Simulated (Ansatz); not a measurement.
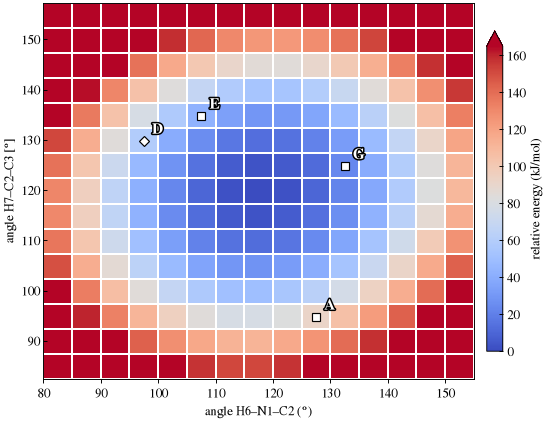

C₂H₆InN, SMILES NC=[CH][InH2]. First axis: angle H6–N1–C2. Second axis: angle H7–C2–C3. Nothing is relaxed (all other coordinates rigid). The scan uses a 15 × 15 grid. Points are written as (first, second). Energies are in kJ/mol, from the lowest grid point. All numbers below come from Ansatz, RHF/def2-TZVP.

The picture shows one coloured cell a grid point, one colour for all values above the top of the scale, lettered points.

Q: Is D the lowest point of the computed grid?

A: No. D lies 59 kJ/mol above the lowest grid point, which is at (117.5°, 119.8°).

Q: What kind of point is each of A, D, E, G: minimum, saddle, maximum or slope?

A: A: on a slope; D: on a slope; E: on a slope; G: on a slope. (In these two coordinates alone; a stationary point may lie a little off the grid point.)

Q: Rank the lettered points by energy, lowest first.

A: G (24 kJ/mol), E (43 kJ/mol), D (59 kJ/mol), A (92 kJ/mol).
